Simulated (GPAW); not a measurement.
Run report: CH₃ClSi, geometry relaxation (part 3 of 5)

The same run, continued: CH₃ClSi, SMILES C[Si]Cl; optPBE-vdW/real-space grid, scalar-relativistic datasets (GPAW 26.7.0). The geometry comes from this level: UFF from SMILES.

Geometry of the input (Å):
```
C  -0.6411  -0.0599  0.0007
Si 0.8680  1.0362  -0.0765
Cl 2.5931  -0.1455  0.0277
H  -0.6379  -0.6269  0.9542
H  -1.5556  0.5657  -0.0545
H  -0.6266  -0.7697  -0.8517
```

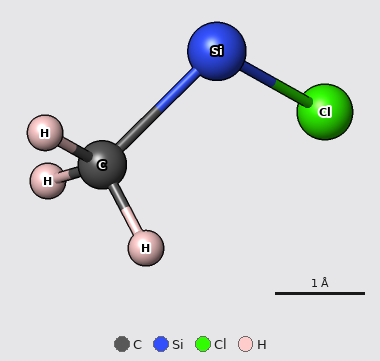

Fig. 1: The input geometry (ball-and-stick view, seen at a tilt).

The program's output, continued
```
Forces  # eV/Ang
|        x |        y |        z |
|----------|----------|----------|
|  0.12434 |  0.12283 |  0.52828 |  # C    0
| -0.23660 |  0.01407 | -0.00040 |  # Si   1
|  0.20580 | -0.13113 | -0.00557 |  # Cl   2
| -0.06064 |  0.25676 | -0.43001 |  # H    3
|  0.03332 | -0.17550 | -0.02465 |  # H    4
| -0.05720 | -0.06233 | -0.07780 |  # H    5

Force computation time: 0.056  # s
        .-------------------------------.
       /|                               |
      / |                               |
     /  |                               |
    /   |                               |
   /    |                               |
  /     |                               |
 *      |                               |
 |      |                               |
 |      |        H                      |
 |      |       H C   Si Cl             |
 |      |                               |
 |      |        H                      |
 |      .-------------------------------.
 |     /                               /
 |    /                               /
 |   /                               /
 |  /                               /
 | /                               /
 |/                               /
 *-------------------------------*

Atoms  # Å, Bohr magnetons
|   | symbol |        x |        y |        z |    initial magnetic moments |
|---|--------|----------|----------|----------|-----------------------------|
| 0 |      C | 5.444903 | 5.219658 | 5.347902 | ( 0.0000,  0.0000,  0.0000) |
| 1 |     Si | 6.913535 | 6.438150 | 5.261176 | ( 0.0000,  0.0000,  0.0000) |
| 2 |     Cl | 8.510171 | 5.046675 | 5.381653 | ( 0.0000,  0.0000,  0.0000) |
| 3 |      H | 5.470150 | 4.633756 | 6.284950 | ( 0.0000,  0.0000,  0.0000) |
| 4 |      H | 4.507936 | 5.793827 | 5.301895 | ( 0.0000,  0.0000,  0.0000) |
| 5 |      H | 5.474204 | 4.492941 | 4.519411 | ( 0.0000,  0.0000,  0.0000) |

Unit cell  # Å
| periodic |         x |         y |         z |   lengths |    angles |
|----------|-----------|-----------|-----------|-----------|-----------|
|       no | 13.148699 |  0.000000 |  0.000000 | 13.148699 | 90.000000 |
|       no |  0.000000 | 10.805955 |  0.000000 | 10.805955 | 90.000000 |
|       no |  0.000000 |  0.000000 | 10.805984 | 10.805984 | 90.000000 |

Initialization done in: 2.345 s

convergence criteria:
- Maximum [total energy] change in last 3 cyles: 0.0005 eV / valence electron
- Maximum integral of absolute [dens]ity change: 0.0001 electrons / valence electron
- Maximum integral of absolute [eigenst]ate change: 4e-08 eV^2 / valence electron
maximum number of iterations: 120

SCF iterations
|iter     |     time |      energy | eigst |  dens |
|---------|----------|-------------|-------|-------|
|iter:   1| 00:07:47 |  -46.506577 | -1.42 |       |
|iter:   2| 00:07:49 |  -46.511157 | -2.51 | -2.19 |
|iter:   3| 00:07:52 |  -46.543539 | -2.36 | -2.24 |
|iter:   4| 00:07:55 |  -46.575402 | -2.85 | -2.61 |
|iter:   5| 00:07:58 |  -46.597959 | -3.76 | -2.95 |
|iter:   6| 00:08:01 |  -46.606588 | -4.49 | -3.39 |
|iter:   7| 00:08:05 |  -46.607772 | -5.27 | -4.02c|
|iter:   8| 00:08:08 |  -46.608312c| -5.89 | -4.38c|
|iter:   9| 00:08:11 |  -46.608371c| -6.51 | -4.91c|
|iter:  10| 00:08:13 |  -46.608367c| -7.09 | -5.35c|
|iter:  11| 00:08:16 |  -46.608353c| -7.47c| -5.69c|

Converged in 11 steps
SCF loop duration: 29.932 s (2.721 s/step)
Energy contributions relative to reference atoms: (reference = -21506.392248)

Energy contributions:
  Kinetic:          28.803765
  Coulomb:         -32.024200
  Zero:              0.235725
  External:          0.000000
  Xc:              -43.623643
  Entropy:           0.000000
  Spinorbit:         0.000000
  ----------------------------
  Free energy:     -46.608353
  Extrapolated:    -46.608353

dipole moment: (-0.375061, 0.020041, -0.004385)  # |e|*Ang

Fermi level: -4.709
Eigenvalues  # (at kpt = [0.000, 0.000, 0.000])
| band index |      eig [eV] | occ [0-2] |
|------------|---------------|-----------|
|          0 |       -20.541 |     2.000 |
|          1 |       -17.500 |     2.000 |
|          2 |       -11.952 |     2.000 |
|          3 |       -10.444 |     2.000 |
|          4 |       -10.291 |     2.000 |
|          5 |        -8.879 |     2.000 |
|          6 |        -8.286 |     2.000 |
|          7 |        -7.975 |     2.000 |
|          8 |        -5.857 |     2.000 |
|          9 |        -3.561 |     0.000 |
|         10 |        -1.033 |     0.000 |
|         11 |        -0.792 |     0.000 |
|         12 |         0.071 |     0.000 |
|         13 |         0.254 |     0.000 |
|         14 |         0.380 |     0.000 |

Gap: 2.296 eV
Transition (v -> c):
  (s=0, k=0, n=8, [0.00, 0.00, 0.00]) -> (s=0, k=0, n=9, [0.00, 0.00, 0.00])
No difference between direct/indirect transitions
vacuum-level: 0.000  # V

Forces  # eV/Ang
|        x |        y |        z |
|----------|----------|----------|
|  0.03350 |  0.03066 |  0.07130 |  # C    0
| -0.03348 |  0.01762 | -0.00658 |  # Si   1
|  0.05697 | -0.07897 |  0.00813 |  # Cl   2
| -0.02015 |  0.09592 | -0.09025 |  # H    3
| -0.05338 | -0.13662 |  0.01015 |  # H    4
| -0.01055 |  0.05837 |  0.00549 |  # H    5

Force computation time: 0.055  # s
BFGSLineSearch:    7[ 14] 00:08:16      -46.608353       0.1470
        .-------------------------------.
       /|                               |
      / |                               |
     /  |                               |
    /   |                               |
   /    |                               |
  /     |                               |
 *      |                               |
 |      |                               |
 |      |        H    Si                |
 |      |       H C      Cl             |
 |      |                               |
 |      |        H                      |
 |      .-------------------------------.
 |     /                               /
 |    /                               /
 |   /                               /
 |  /                               /
 | /                               /
 |/                               /
 *-------------------------------*

Atoms  # Å, Bohr magnetons
|   | symbol |        x |        y |        z |    initial magnetic moments |
|---|--------|----------|----------|----------|-----------------------------|
| 0 |      C | 5.444637 | 5.227843 | 5.346295 | ( 0.0000,  0.0000,  0.0000) |
| 1 |     Si | 6.913645 | 6.445710 | 5.258757 | ( 0.0000,  0.0000,  0.0000) |
| 2 |     Cl | 8.496298 | 5.032205 | 5.381243 | ( 0.0000,  0.0000,  0.0000) |
| 3 |      H | 5.482754 | 4.646090 | 6.285521 | ( 0.0000,  0.0000,  0.0000) |
| 4 |      H | 4.489295 | 5.770247 | 5.304688 | ( 0.0000,  0.0000,  0.0000) |
| 5 |      H | 5.487378 | 4.505478 | 4.515918 | ( 0.0000,  0.0000,  0.0000) |

Unit cell  # Å
| periodic |         x |         y |         z |   lengths |    angles |
|----------|-----------|-----------|-----------|-----------|-----------|
|       no | 13.148699 |  0.000000 |  0.000000 | 13.148699 | 90.000000 |
|       no |  0.000000 | 10.805955 |  0.000000 | 10.805955 | 90.000000 |
|       no |  0.000000 |  0.000000 | 10.805984 | 10.805984 | 90.000000 |

Initialization done in: 2.335 s

convergence criteria:
- Maximum [total energy] change in last 3 cyles: 0.0005 eV / valence electron
- Maximum integral of absolute [dens]ity change: 0.0001 electrons / valence electron
- Maximum integral of absolute [eigenst]ate change: 4e-08 eV^2 / valence electron
maximum number of iterations: 120

SCF iterations
|iter     |     time |      energy | eigst |  dens |
|---------|----------|-------------|-------|-------|
|iter:   1| 00:08:19 |  -46.644187 | -1.35 |       |
|iter:   2| 00:08:22 |  -46.642920 | -2.40 | -2.30 |
|iter:   3| 00:08:24 |  -46.629041 | -2.77 | -2.33 |
|iter:   4| 00:08:27 |  -46.616252 | -3.29 | -2.62 |
|iter:   5| 00:08:30 |  -46.613085 | -4.16 | -3.20 |
|iter:   6| 00:08:33 |  -46.612055c| -4.81 | -3.56 |
|iter:   7| 00:08:36 |  -46.612009c| -5.68 | -4.10c|
|iter:   8| 00:08:39 |  -46.611930c| -6.42 | -4.49c|
|iter:   9| 00:08:42 |  -46.611903c| -7.16 | -5.03c|
|iter:  10| 00:08:44 |  -46.611911c| -7.44c| -5.52c|

Converged in 10 steps
SCF loop duration: 25.835 s (2.583 s/step)
Energy contributions relative to reference atoms: (reference = -21506.392248)

Energy contributions:
  Kinetic:          28.730833
  Coulomb:         -31.958908
  Zero:              0.233816
  External:          0.000000
  Xc:              -43.617652
  Entropy:           0.000000
  Spinorbit:         0.000000
  ----------------------------
  Free energy:     -46.611911
  Extrapolated:    -46.611911

dipole moment: (-0.378102, 0.028441, -0.004823)  # |e|*Ang

Fermi level: -4.717
Eigenvalues  # (at kpt = [0.000, 0.000, 0.000])
| band index |      eig [eV] | occ [0-2] |
|------------|---------------|-----------|
|          0 |       -20.524 |     2.000 |
|          1 |       -17.499 |     2.000 |
|          2 |       -11.955 |     2.000 |
|          3 |       -10.393 |     2.000 |
|          4 |       -10.311 |     2.000 |
|          5 |        -8.889 |     2.000 |
|          6 |        -8.270 |     2.000 |
|          7 |        -7.964 |     2.000 |
|          8 |        -5.869 |     2.000 |
|          9 |        -3.565 |     0.000 |
|         10 |        -1.053 |     0.000 |
|         11 |        -0.794 |     0.000 |
|         12 |         0.068 |     0.000 |
|         13 |         0.255 |     0.000 |
|         14 |         0.378 |     0.000 |

Gap: 2.305 eV
Transition (v -> c):
  (s=0, k=0, n=8, [0.00, 0.00, 0.00]) -> (s=0, k=0, n=9, [0.00, 0.00, 0.00])
No difference between direct/indirect transitions
vacuum-level: 0.000  # V

Forces  # eV/Ang
|        x |        y |        z |
|----------|----------|----------|
| -0.00642 |  0.02837 |  0.09752 |  # C    0
| -0.02679 |  0.00550 | -0.00310 |  # Si   1
|  0.08488 | -0.00789 | -0.00296 |  # Cl   2
| -0.01304 |  0.05002 | -0.10685 |  # H    3
| -0.00999 | -0.04000 | -0.01327 |  # H    4
| -0.01086 |  0.00038 |  0.00995 |  # H    5

Force computation time: 0.056  # s
BFGSLineSearch:    8[ 15] 00:08:44      -46.611911       0.1187
        .-------------------------------.
       /|                               |
      / |                               |
     /  |                               |
    /   |                               |
   /    |                               |
  /     |                               |
 *      |                               |
 |      |                               |
 |      |        H    Si                |
 |      |       H C      Cl             |
 |      |                               |
 |      |        H                      |
 |      .-------------------------------.
 |     /                               /
 |    /                               /
 |   /                               /
 |  /                               /
 | /                               /
 |/                               /
 *-------------------------------*

Atoms  # Å, Bohr magnetons
|   | symbol |        x |        y |        z |    initial magnetic moments |
|---|--------|----------|----------|----------|-----------------------------|
| 0 |      C | 5.443140 | 5.231329 | 5.348540 | ( 0.0000,  0.0000,  0.0000) |
| 1 |     Si | 6.917090 | 6.443144 | 5.258531 | ( 0.0000,  0.0000,  0.0000) |
| 2 |     Cl | 8.513247 | 5.035786 | 5.380801 | ( 0.0000,  0.0000,  0.0000) |
| 3 |      H | 5.476728 | 4.649763 | 6.282062 | ( 0.0000,  0.0000,  0.0000) |
| 4 |      H | 4.483174 | 5.763342 | 5.304015 | ( 0.0000,  0.0000,  0.0000) |
| 5 |      H | 5.482706 | 4.508963 | 4.516565 | ( 0.0000,  0.0000,  0.0000) |

Unit cell  # Å
| periodic |         x |         y |         z |   lengths |    angles |
|----------|-----------|-----------|-----------|-----------|-----------|
|       no | 13.148699 |  0.000000 |  0.000000 | 13.148699 | 90.000000 |
|       no |  0.000000 | 10.805955 |  0.000000 | 10.805955 | 90.000000 |
|       no |  0.000000 |  0.000000 | 10.805984 | 10.805984 | 90.000000 |

Initialization done in: 2.351 s

convergence criteria:
- Maximum [total energy] change in last 3 cyles: 0.0005 eV / valence electron
- Maximum integral of absolute [dens]ity change: 0.0001 electrons / valence electron
- Maximum integral of absolute [eigenst]ate change: 4e-08 eV^2 / valence electron
maximum number of iterations: 120

SCF iterations
|iter     |     time |      energy | eigst |  dens |
|---------|----------|-------------|-------|-------|
|iter:   1| 00:08:47 |  -46.711619 | -1.95 |       |
|iter:   2| 00:08:50 |  -46.706485 | -3.06 | -2.44 |
|iter:   3| 00:08:53 |  -46.670583 | -2.86 | -2.48 |
|iter:   4| 00:08:56 |  -46.641591 | -3.41 | -2.88 |
|iter:   5| 00:08:59 |  -46.621653 | -4.25 | -3.24 |
|iter:   6| 00:09:02 |  -46.615024 | -5.05 | -3.72 |
|iter:   7| 00:09:05 |  -46.612669c| -5.92 | -4.22c|
|iter:   8| 00:09:08 |  -46.612233c| -6.60 | -4.70c|
|iter:   9| 00:09:11 |  -46.612207c| -7.25 | -5.28c|
|iter:  10| 00:09:13 |  -46.612186c| -7.42c| -5.58c|

Converged in 10 steps
SCF loop duration: 26.659 s (2.666 s/step)
Energy contributions relative to reference atoms: (reference = -21506.392248)

Energy contributions:
  Kinetic:          28.631133
  Coulomb:         -31.869761
  Zero:              0.235557
  External:          0.000000
  Xc:              -43.609115
  Entropy:           0.000000
  Spinorbit:         0.000000
  ----------------------------
  Free energy:     -46.612186
  Extrapolated:    -46.612186

dipole moment: (-0.386263, 0.027002, -0.004269)  # |e|*Ang

Fermi level: -4.721
Eigenvalues  # (at kpt = [0.000, 0.000, 0.000])
| band index |      eig [eV] | occ [0-2] |
|------------|---------------|-----------|
|          0 |       -20.503 |     2.000 |
|          1 |       -17.521 |     2.000 |
|          2 |       -11.961 |     2.000 |
|          3 |       -10.371 |     2.000 |
|          4 |       -10.326 |     2.000 |
|          5 |        -8.907 |     2.000 |
|          6 |        -8.258 |     2.000 |
|          7 |        -7.966 |     2.000 |
|          8 |        -5.869 |     2.000 |
|          9 |        -3.572 |     0.000 |
|         10 |        -1.057 |     0.000 |
|         11 |        -0.803 |     0.000 |
|         12 |         0.060 |     0.000 |
|         13 |         0.256 |     0.000 |
|         14 |         0.374 |     0.000 |

Gap: 2.297 eV
Transition (v -> c):
  (s=0, k=0, n=8, [0.00, 0.00, 0.00]) -> (s=0, k=0, n=9, [0.00, 0.00, 0.00])
No difference between direct/indirect transitions
vacuum-level: 0.000  # V

Forces  # eV/Ang
|        x |        y |        z |
|----------|----------|----------|
| -0.00260 | -0.00931 | -0.05623 |  # C    0
|  0.00450 |  0.01216 | -0.00399 |  # Si   1
| -0.08182 | -0.02314 |  0.02363 |  # Cl   2
|  0.01543 | -0.04093 |  0.02366 |  # H    3
| -0.00529 |  0.02390 | -0.00796 |  # H    4
|  0.01851 |  0.00487 |  0.03035 |  # H    5

Force computation time: 0.056  # s
        .-------------------------------.
       /|                               |
      / |                               |
     /  |                               |
    /   |                               |
   /    |                               |
  /     |                               |
 *      |                               |
 |      |                               |
 |      |        H    Si                |
 |      |       H C      Cl             |
 |      |                               |
 |      |        H                      |
 |      .-------------------------------.
 |     /                               /
 |    /                               /
 |   /                               /
 |  /                               /
 | /                               /
 |/                               /
 *-------------------------------*
```
